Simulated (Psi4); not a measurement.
# Ge2H6 (SMILES [GeH3][GeH3]) at B3LYP/6-31G(d) (Cartesian functions)

Aim: the vertical ionisation energy of Ge2H6 at B3LYP/6-31G* (Cartesian functions), from 2 runs. 

Program for the calculation: Psi4 1.11.

3 further runs of the same task are left out: 1 that didn't finish, 2 set aside as unsound or not needed.

### 1 The molecule

The species is Ge2H6 (8 atoms), meant as a singlet with charge 0. SMILES: `[GeH3][GeH3]`. The coordinates come from a PBE0-D4/def2-TZVP relaxation.

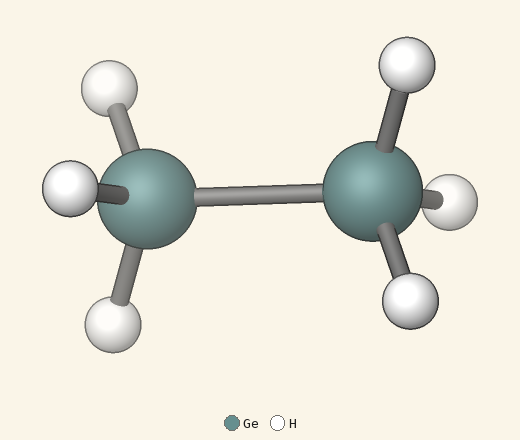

Viewed from a chosen angle; germanium teal, hydrogen white.

### 2 Energy and forces at B3LYP/6-31G(d) (Cartesian functions)

File ge2h6.dat:

```
memory 2200 MB

molecule m {
  Ge
  Ge 1 2.420084
  H 1 1.537253 2 110.33301
  H 1 1.537267 3 108.59568 2 -121.04046
  H 1 1.537259 3 108.59615 4 -117.9175
  H 2 1.537262 1 110.33334 3 179.66722
  H 2 1.537261 6 108.59582 1 121.04032
  H 2 1.537257 7 108.59605 6 -117.9175
  symmetry c1
}

set basis 6-31G*
set puream false
set e_convergence 1e-09
set d_convergence 1e-08
set scf_type pk
set dft_radial_points 99
set dft_spherical_points 590

result, w = gradient('b3lyp', return_wfn=True)
oeprop(w, 'QUADRUPOLE', 'MULLIKEN_CHARGES', 'WIBERG_LOWDIN_INDICES')
```

Command:

```bash
$ psi4 ge2h6.dat ge2h6.out -n 1
```

ge2h6.out:

```text
[...]
  Running in c1 symmetry.
[...]
  Nuclear repulsion =  323.373971152573972
[...]
  Multiplicity = 1
[...]
  Nalpha       = 35
  Nbeta        = 35
[...]
    Number of basis functions: 82
[...]
   @RKS iter   1: -4154.02370023360163   -3.42287e+00   4.99201e-02 DIIS/ADIIS
[...]
   @RKS iter  10: -4157.13391533658523   -9.09495e-13   4.00816e-09 DIIS
[...]
    Orbital Energies [Eh]
    ---------------------
    Doubly Occupied:
       1A   -398.752421     2A   -398.752420     3A    -49.810848
       4A    -49.810848     5A    -44.335356     6A    -44.335322
       7A    -44.335024     8A    -44.335024     9A    -44.335020
      10A    -44.335020    11A     -6.233837    12A     -6.233798
      13A     -4.404576    14A     -4.404205    15A     -4.404101
      16A     -4.404101    17A     -4.404068    18A     -4.404068
      19A     -1.211241    20A     -1.208978    21A     -1.208978
      22A     -1.207762    23A     -1.207762    24A     -1.205933
      25A     -1.205933    26A     -1.204213    27A     -1.204213
      28A     -1.202812    29A     -0.586415    30A     -0.523323
      31A     -0.357866    32A     -0.357865    33A     -0.332922
      34A     -0.332921    35A     -0.289201
[...]
  @RKS Final Energy: -4157.13391533658523
   => Energetics <=
    Nuclear Repulsion Energy =            323.3739711525739722
    One-Electron Energy =               -6436.6629078067871887
    Two-Electron Energy =                2085.0864404696376369
    DFT Exchange-Correlation Energy =    -128.9314191520098234
    Empirical Dispersion Energy =           0.0000000000000000
    VV10 Nonlocal Energy =                  0.0000000000000000
    Total Energy =                      -4157.1339153365852326
[...]
  -Total Gradient:
     Atom            X                  Y                   Z
    ------   -----------------  -----------------  -----------------
       1       -0.000003185991     0.000003104414     0.001222335367
       2        0.000002051125     0.000000711785    -0.001222419492
       3       -0.000002950579    -0.002337807888     0.001476263161
       4       -0.002019764035     0.001169873888     0.001475170891
       5        0.002024470833     0.001165489967     0.001475368002
       6        0.000010004298     0.002334997191    -0.001475154011
       7        0.002017904876    -0.001176813998    -0.001475977741
       8       -0.002028596760    -0.001159660687    -0.001475621839
[...]
 Multipole Moments:
 ------------------------------------------------------------------------------------
     Multipole            Electronic (a.u.)      Nuclear  (a.u.)        Total (a.u.)
 ------------------------------------------------------------------------------------
 L = 1.  Multiply by 2.5417464519 to convert [e a0] to [Debye]
 Dipole X            :         -0.0000018            0.0000001           -0.0000017
 Dipole Y            :          0.0000046            0.0000004            0.0000049
 Dipole Z            :          0.0000002           -0.0000002           -0.0000000
 Magnitude           :                                                    0.0000052
 L = 2.  Multiply by 1.3450342976 to convert [e a0^2] to [Debye ang]
 Quadrupole XX       :        -51.2878772           22.2604074          -29.0274697
 Quadrupole XY       :          0.0000092            0.0000130            0.0000222
[...]
  Mulliken Charges: (a.u.)
   Center  Symbol    Alpha    Beta     Spin     Total
       1    GE    16.05090 16.05090  0.00000 -0.10180
       2    GE    16.05090 16.05090  0.00000 -0.10180
       3     H     0.48303  0.48303  0.00000  0.03393
       4     H     0.48304  0.48304  0.00000  0.03393
       5     H     0.48303  0.48303  0.00000  0.03393
       6     H     0.48303  0.48303  0.00000  0.03393
       7     H     0.48303  0.48303  0.00000  0.03393
       8     H     0.48303  0.48303  0.00000  0.03393
   Total alpha = 35.00000, Total beta = 35.00000, Total charge = -0.00000
[...]
```

It took 35 s on 1 thread of Intel Xeon Platinum 8259CL at 2.50GHz (Skylake/Cascade Lake), shared host; peak memory 1.1 GiB.

### 3 The doublet cation, same level

File ge2h6.py:

```python
import psi4

psi4.set_memory(2200000000)
psi4.set_num_threads(1)
psi4.set_output_file('ge2h6.out', False)

molecule = psi4.geometry("""
1 2
Ge    -0.569150     0.281910    -1.029950
Ge     0.569150    -0.281910     1.029950
H     -0.360530    -0.825230    -2.075830
H     -2.077470     0.442320    -0.780090
H     -0.023210     1.601970    -1.597890
H      0.367430     0.829100     2.073090
H      2.076310    -0.450460     0.778490
H      0.017470    -1.597700     1.602230
symmetry c1
no_reorient
no_com
""")

psi4.set_options({
    'basis': '6-31G*',
    'reference': 'uks',
    'puream': False,
    'e_convergence': 1e-09,
    'd_convergence': 1e-08,
    'scf_type': 'pk',
    'dft_radial_points': 99,
    'dft_spherical_points': 590,
    'maxiter': 100,
})

result, w = psi4.gradient("b3lyp", return_wfn=True)
print('gradient / Eh bohr^-1')
print(result.np.round(6))
print(f'energy = {w.energy():.10f} Eh')
```

Command:

```bash
$ python ge2h6.py
```

ge2h6.out, shortened:

```text
[...]
  Running in c1 symmetry.
[...]
  Nuclear repulsion =  323.373940276510041
[...]
  Multiplicity = 2
[...]
  Nalpha       = 35
  Nbeta        = 34
[...]
    Number of basis functions: 82
[...]
   @UKS iter   1: -4153.80959006125795   -3.20876e+00   4.93820e-02 ADIIS/DIIS
[...]
   @UKS iter  14: -4156.75792371709485   -4.54747e-12   3.69747e-09 DIIS
[...]
   @S^2 Observed:                7.513732820E-01
[...]
  @UKS Final Energy: -4156.75792371709485
   => Energetics <=
    Nuclear Repulsion Energy =            323.3739402765100408
    One-Electron Energy =               -6419.3464080916146486
    Two-Electron Energy =                2067.9047455659892876
    DFT Exchange-Correlation Energy =    -128.6902014679802448
    Empirical Dispersion Energy =           0.0000000000000000
    VV10 Nonlocal Energy =                  0.0000000000000000
    Total Energy =                      -4156.7579237170948545
[...]
 Multipole Moments:
 ------------------------------------------------------------------------------------
     Multipole            Electronic (a.u.)      Nuclear  (a.u.)        Total (a.u.)
 ------------------------------------------------------------------------------------
 L = 1.  Multiply by 2.5417464519 to convert [e a0] to [Debye]
 Dipole X            :          0.0000010            0.0000000            0.0000010
 Dipole Y            :          0.0000011            0.0000000            0.0000011
 Dipole Z            :          0.0000002            0.0000000            0.0000002
 Magnitude           :                                                    0.0000015
[...]
  -Total Gradient:
     Atom            X                  Y                   Z
    ------   -----------------  -----------------  -----------------
       1        0.034712286142    -0.017193960895     0.062811982976
       2       -0.034710274075     0.017191182327    -0.062814002315
       3       -0.007742146069     0.008716105287    -0.007098566888
       4        0.000595093612     0.002551497421    -0.013395530316
       5       -0.009386063487    -0.003077821065    -0.009419327972
       6        0.007714167921    -0.008729274256     0.007111619362
       7       -0.000592457258    -0.002518968890     0.013402165926
       8        0.009409304835     0.003061316410     0.009401665614
[...]
```

Standard output:

```text
gradient / Eh bohr^-1
[[ 0.034712 -0.017194  0.062812]
 [-0.03471   0.017191 -0.062814]
 [-0.007742  0.008716 -0.007099]
 [ 0.000595  0.002551 -0.013396]
 [-0.009386 -0.003078 -0.009419]
 [ 0.007714 -0.008729  0.007112]
 [-0.000592 -0.002519  0.013402]
 [ 0.009409  0.003061  0.009402]]
energy = -4156.7579237171 Eh
```

Wall time 47 s (1 thread of Intel Xeon Platinum 8259CL at 2.50GHz (Skylake/Cascade Lake), shared host); peak memory 1.1 GiB.

### 4 Outcome

Level: B3LYP/6-31G* (Cartesian functions).

| quantity | value |
| --- | --- |
| singlet Ge2H6: total energy | -4157.13392 Eh |
| singlet Ge2H6: dipole moment | 0.00 D |
| singlet Ge2H6: HOMO energy | -7.87 eV |
| singlet Ge2H6: LUMO energy | 0.14 eV |
| singlet Ge2H6: HOMO–LUMO gap | 8.00 eV |
| singlet Ge2H6: largest force on an atom | 0.142 eV/Å |
| doublet cation: total energy | -4156.75792 Eh |
| doublet cation: HOMO energy (highest over α and β) | -14.85 eV |
| doublet cation: LUMO energy (lowest over α and β) | -12.59 eV |
| doublet cation: ⟨S²⟩ | 0.751 |
| doublet cation: largest force on an atom | 3.795 eV/Å |
| vertical ionisation energy (to the doublet cation) | 10.231 eV |

What this shows: Removing an electron at fixed nuclei costs 10.23 eV (236 kcal/mol). The negative HOMO energy of the first species, 7.87 eV, lies 2.36 eV below that difference. Mulliken charges (singlet Ge2H6) run from -0.10 on Ge1 to +0.03 on H3.
